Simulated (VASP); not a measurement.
Band structure of AlAs (zinc blende). These are LDA (Ceperley-Alder, Perdew-Zunger) with spin-orbit coupling, VASP's LDA PAW potentials (set 64) (plane waves; VASP) values and carry that method's errors.

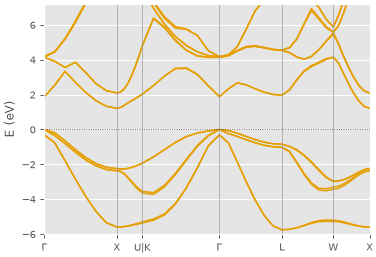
Figure: Bands along high-symmetry lines, zero at the valence-band maximum or, without a gap, the Fermi level

Task: Read the plot: is there a gap, and where are the band edges?

Result: The gap is indirect, 1.22 eV, from the valence maximum at Γ to the conduction minimum at X.

Measured: gap 2.28 eV (computed value off by -1.06 eV), as given by Wei Chen et al., Physical Review Materials (2018), doi:10.1103/physrevmaterials.2.073803 [zero-point renormalisation of 0.04 eV added back (the table's ZPR column)].

The compound is AlAs in the zinc blende structure. It was relaxed first.
